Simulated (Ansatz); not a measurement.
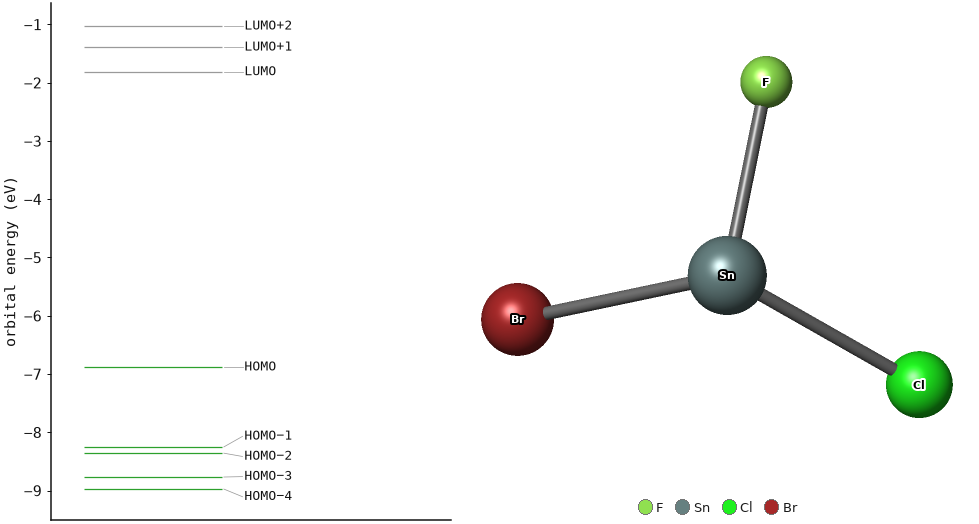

SnBrClF, SMILES [F][Sn]([Cl])[Br], doublet. Kohn-Sham orbital energies near the frontier (alpha spin), B97M-V/def2-TZVPP in the Ansatz code, at a PBE0-D4/def2-TZVP geometry (a minimum by its frequencies), isolated molecule; empty levels in grey, levels within 0.03 eV side by side.

Where do the highest filled and lowest empty alpha orbitals lie?

Answer. HOMO at −6.88 eV, LUMO at −1.82 eV, 5.07 eV apart.

How far below the HOMO does the next level lie?

Answer. 1.37 eV.

Note: core potentials past krypton; no scalar relativity up to krypton; spin-orbit coupling is left out, and with Br and Sn it can shift these levels and split any degenerate set.
